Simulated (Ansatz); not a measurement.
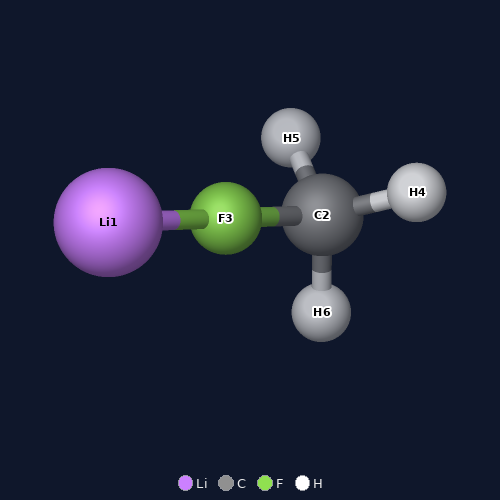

The system is CH₃FLi, charge +1; the picture shows the reference structure. Coordinates scanned: (1) separation of F3 and Li1 along their line in the relaxed pair; (2) sideways slip of Li1. Nothing is relaxed (both partners rigid). The scan uses a 15 × 15 grid. Points are written as (first, second). Energies are in eV, from the ion and the molecule far apart, frozen as in the relaxed pair, each in its own basis (no counterpoise correction). Method: RKS PBE0-D4/def2-TZVPD (Ansatz 0.2.0).

Its coordinates:

```xyz
6

Li    0.2013   -0.0711   -2.5614
C    -0.0484    0.0171    0.6164
F     0.0641   -0.0228   -0.8189
H     0.9668    0.0309    1.0026
H    -0.5892   -0.8795    0.9059
H    -0.5946    0.9252    0.8554
```

Range: separation of F3 and Li1 along their line in the relaxed pair from 1.469 to 4.069 Å; sideways slip of Li1 from −2.200 to 2.200 Å.

Predict the map.

The lowest grid point is at (1.770 Å, 0.000 Å), −1.32 eV from the ion and the molecule far apart, frozen as in the relaxed pair, each in its own basis (no counterpoise correction). It is the only kind of minimum in the scanned range. The highest grid point, (4.069 Å, 2.200 Å), lies 1.08 eV above the lowest.

| second ↓, first → | 1.469 | 1.533 | 1.639 | 1.770 | 1.919 | 2.084 | 2.263 | 2.454 | 2.656 | 2.869 | 3.092 | 3.324 | 3.564 | 3.813 | 4.069 |
| --- | --- | --- | --- | --- | --- | --- | --- | --- | --- | --- | --- | --- | --- | --- | --- |
| 2.200 | −0.71 | −0.69 | −0.66 | −0.63 | −0.59 | −0.55 | −0.51 | −0.47 | −0.43 | −0.39 | −0.35 | −0.32 | −0.29 | −0.26 | −0.24 |
| 1.886 | −0.88 | −0.86 | −0.82 | −0.77 | −0.72 | −0.66 | −0.60 | −0.54 | −0.49 | −0.44 | −0.40 | −0.35 | −0.32 | −0.29 | −0.26 |
| 1.571 | −1.06 | −1.03 | −0.98 | −0.92 | −0.86 | −0.78 | −0.70 | −0.63 | −0.56 | −0.49 | −0.44 | −0.39 | −0.35 | −0.31 | −0.28 |
| 1.257 | −1.22 | −1.20 | −1.14 | −1.07 | −0.99 | −0.90 | −0.80 | −0.71 | −0.62 | −0.55 | −0.48 | −0.42 | −0.37 | −0.33 | −0.29 |
| 0.943 | −1.29 | −1.29 | −1.27 | −1.20 | −1.11 | −1.00 | −0.89 | −0.78 | −0.68 | −0.59 | −0.52 | −0.45 | −0.40 | −0.35 | −0.31 |
| 0.629 | −1.22 | −1.28 | −1.31 | −1.28 | −1.20 | −1.08 | −0.96 | −0.84 | −0.73 | −0.63 | −0.55 | −0.47 | −0.41 | −0.36 | −0.32 |
| 0.314 | −1.04 | −1.18 | −1.30 | −1.32 | −1.25 | −1.13 | −1.00 | −0.88 | −0.76 | −0.65 | −0.56 | −0.49 | −0.42 | −0.37 | −0.33 |
| 0.000 | −0.94 | −1.12 | −1.28 | −1.32 | −1.27 | −1.15 | −1.02 | −0.89 | −0.77 | −0.66 | −0.57 | −0.49 | −0.43 | −0.37 | −0.33 |
| −0.314 | −1.04 | −1.18 | −1.30 | −1.32 | −1.25 | −1.13 | −1.00 | −0.88 | −0.76 | −0.65 | −0.56 | −0.49 | −0.42 | −0.37 | −0.33 |
| −0.629 | −1.22 | −1.28 | −1.31 | −1.28 | −1.20 | −1.08 | −0.96 | −0.84 | −0.73 | −0.63 | −0.55 | −0.47 | −0.41 | −0.36 | −0.32 |
| −0.943 | −1.29 | −1.29 | −1.27 | −1.20 | −1.11 | −1.00 | −0.89 | −0.78 | −0.68 | −0.59 | −0.52 | −0.45 | −0.40 | −0.35 | −0.31 |
| −1.257 | −1.22 | −1.20 | −1.14 | −1.07 | −0.99 | −0.90 | −0.80 | −0.71 | −0.62 | −0.55 | −0.48 | −0.42 | −0.37 | −0.33 | −0.29 |
| −1.571 | −1.06 | −1.03 | −0.98 | −0.92 | −0.86 | −0.78 | −0.70 | −0.63 | −0.56 | −0.49 | −0.44 | −0.39 | −0.35 | −0.31 | −0.28 |
| −1.886 | −0.88 | −0.86 | −0.82 | −0.77 | −0.72 | −0.66 | −0.60 | −0.54 | −0.49 | −0.44 | −0.40 | −0.35 | −0.32 | −0.29 | −0.26 |
| −2.200 | −0.71 | −0.69 | −0.66 | −0.63 | −0.59 | −0.55 | −0.51 | −0.47 | −0.43 | −0.39 | −0.35 | −0.32 | −0.29 | −0.26 | −0.24 |

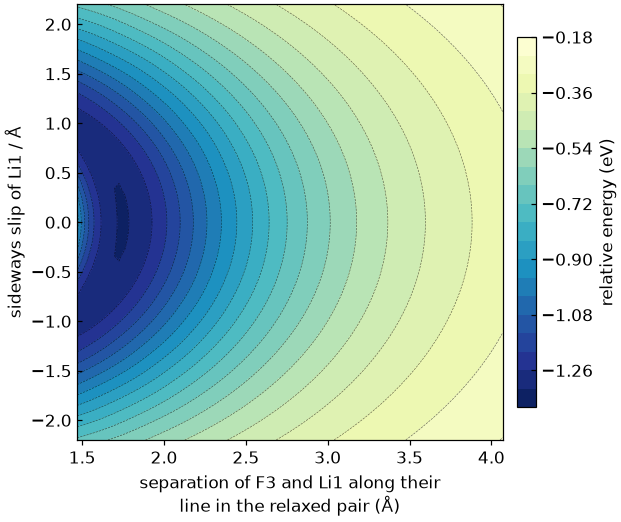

Drawn: filled contours. Between grid points the surface is interpolated.

Each point was launched as `ansatz run input.yaml --threads 1 --pin off --max-ram 2560MiB --backend cpu --events-out ev --progress --plain --runs-dir out`. Time for the 225 points that were run: 8.5 min on 1 thread of Arm Neoverse V2, with other jobs on the host.
